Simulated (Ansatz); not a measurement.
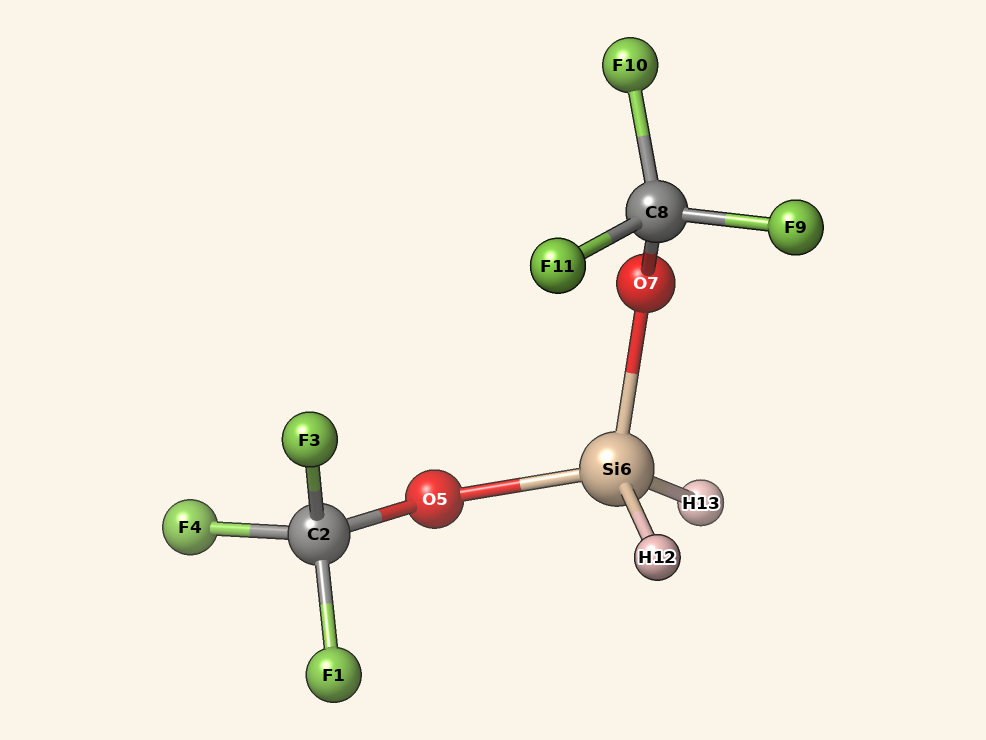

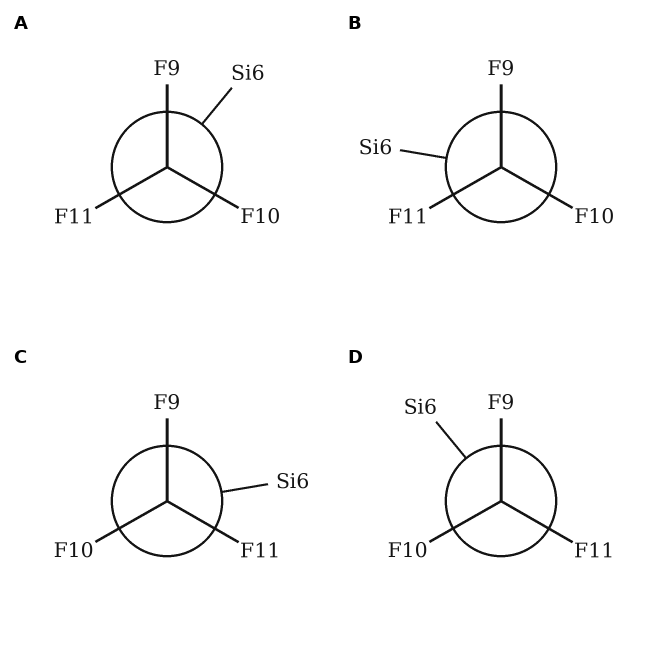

Atoms fade into the background with distance from the viewer. Bonds that would overlap in a projection are set slightly apart. The computed structure is the end point of a PBE-D4/def2-SVP optimisation. No frequency run is at hand to confirm it as a minimum.

Which Newman projection shows the view along C8–O7, with C8 in front?

C. The torsion angle F9–C8–O7–Si6 is 81°, about perpendicular.
